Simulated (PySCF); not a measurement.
**Diborane mono Cl (B₂ClH₅): what the electrons do**

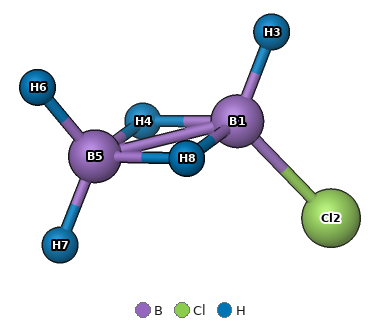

The molecule, with its atoms numbered as below. No frequency check shows the geometry to be a minimum.

Geometry (Å), atoms numbered from 1:

```
B1      -0.4164    0.6327    0.0003
Cl2      1.1645   -0.1450   -0.0000
H3      -0.4090    1.8068   -0.0011
H4      -1.2111    0.1413   -0.9578
B5      -1.9792   -0.3155   -0.0006
H6      -2.9920    0.2729    0.0007
H7      -1.9963   -1.4851    0.0014
H8      -1.2100    0.1432    0.9590
```

Part 1: Bonding charge

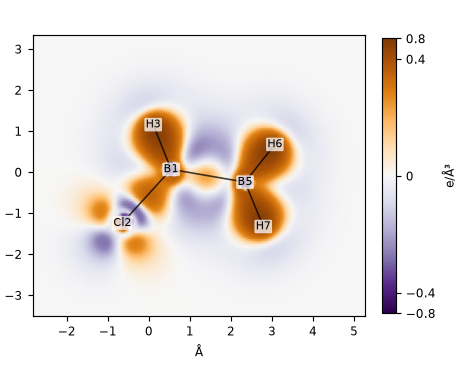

Deformation density (molecule less spherical, spin-averaged free atoms) in the plane of B1, Cl2, H3, B5, H6 and H7; colour scale in e/Å³, logarithmic beyond ±0.1; orange: gain, purple: loss.

Method: PBE/def2-SVPD; geometry: GFN2-xTB; program: PySCF.

Question: How much density has each bond in this plane gained at its critical point, relative to the free atoms?

Answer: B1–H3: +0.48 e/Å³ at the bond critical point (bond length 1.17 Å). B5–H7: +0.45 e/Å³ at the bond critical point (bond length 1.17 Å). B5–H6: +0.44 e/Å³ at the bond critical point (bond length 1.17 Å). B1–Cl2: +0.18 e/Å³ at the bond critical point (bond length 1.76 Å). In all, 1.5 electrons gather in the regions of gain relative to the promolecule.

Question: Where do the Hirshfeld charges lie?

Answer: The highest Hirshfeld charge is on B1 (+0.09 e), the lowest on Cl2 (−0.07 e).

```json
{"atom": "B1", "charge (e)": "+0.09"}
{"atom": "Cl2", "charge (e)": "−0.07"}
{"atom": "H3", "charge (e)": "−0.04"}
{"atom": "H4", "charge (e)": "+0.03"}
{"atom": "B5", "charge (e)": "+0.03"}
{"atom": "H6", "charge (e)": "−0.04"}
{"atom": "H7", "charge (e)": "−0.04"}
{"atom": "H8", "charge (e)": "+0.03"}
```

Part 2: Bond critical points

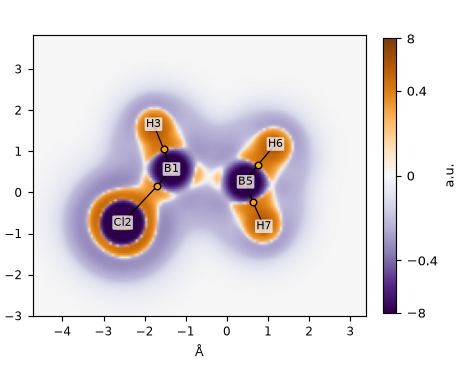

Negative Laplacian of the density (−∇²ρ) in the plane of B1, Cl2, H3, B5, H6 and H7 (orange positive, purple negative, colour scale in a.u., logarithmic beyond ±0.04), with bond paths and bond critical points (dots).

Question: At which bond critical points in this plane is charge locally concentrated, and at which depleted?

Answer: Concentrated (∇²ρ < 0): B1–H3 (−0.26 a.u.); B5–H7 (−0.20 a.u.); B5–H6 (−0.20 a.u.); B1–Cl2 (−0.01 a.u.). At none is it depleted.

Question: Where along B1–Cl2 does the critical point lie?

Answer: 0.53 Å from B1 and 1.23 Å from Cl2.

Part 3: Local ionisation energy

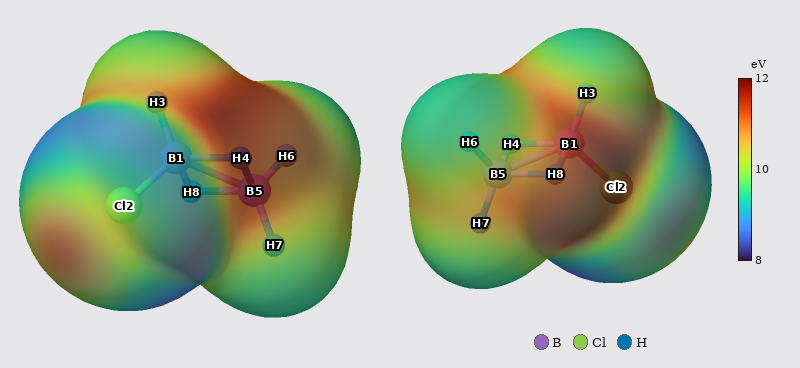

Average local ionisation energy on the surface of electron density 0.001 a.u. (back view left, front view right).

Question: Locate the minima of the map.

Answer: The lowest value is 8.7 eV, 2.1 Å from Cl2. Further minima include 9.4 eV, 1.4 Å from H7. For comparison, the highest occupied orbital lies at −7.6 eV.

Question: What volume does the surface enclose, and what is the dipole moment?

Answer: About 93 Å³; the dipole moment is 0.9 D.

Part 4: Excited states

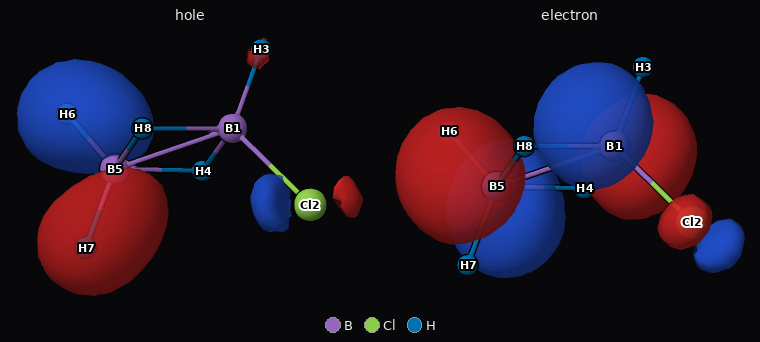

Leading natural transition orbital pair of S₂ (TDA singlet states); the surfaces enclose about 70 % of each orbital's density.

Computed with PySCF, LC-wPBE/def2-SVPD, geometry: GFN2-xTB.

Question: Where does the state lie, and where do hole and electron sit?

Answer: 7.56 eV (164 nm), f = 0.000 (very weak); the leading pair carries 99 %; hole on B5 (36 %), H6 (23 %) and H7 (21 %), electron on B5 (35 %), B1 (27 %) and Cl2 (8 %); their centroids lie 0.7 Å apart. In canonical orbitals it is mainly HOMO−2 → LUMO (95 %). The HOMO–LUMO gap is 12.68 eV.

The PySCF runs shown took 24 s and 3.7 min on 1 thread of Intel(R) Xeon(R) Processor @ 2.50GHz (Skylake/Cascade Lake) (shared host).
